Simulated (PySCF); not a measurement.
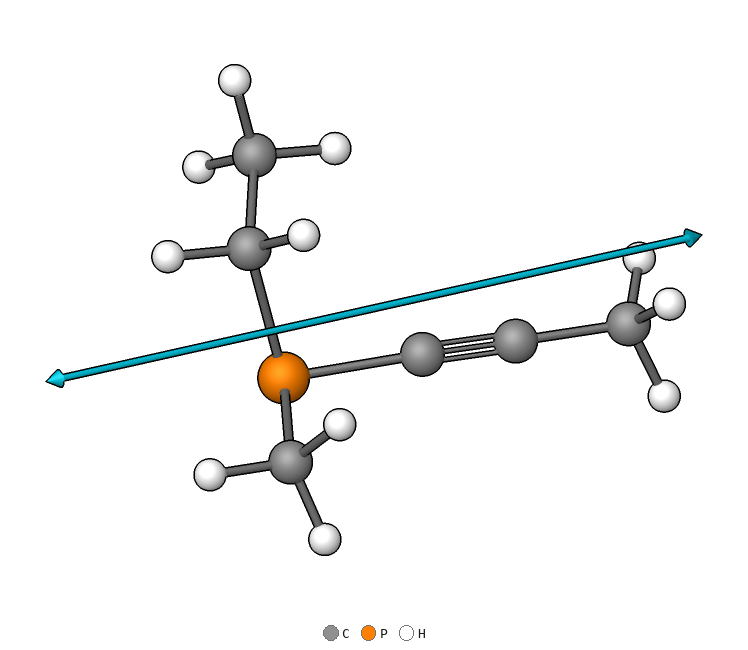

The double arrow shows the direction of the transition dipole to excited singlet state 5 (its length means nothing). The geometry was computed by an optimisation with GFN2-xTB. No frequency run is at hand to confirm it as a minimum. Level of theory: TDDFT ωB97X-D/def2-SVPD, vertical, gas phase, core orbitals frozen in the response (PySCF 2.14.0).

> Where does the transition lie, and how strong is it?

6.93 eV (179 nm), oscillator strength 0.21, of mixed character, with the largest part HOMO → LUMO+2 (weight 0.22); transition dipole 2.81 D.

The geometry is semi-empirical. Around P such bond lengths and angles can be off by a tenth of an ångström or more and by several degrees, and values that hang on the shape move with them.
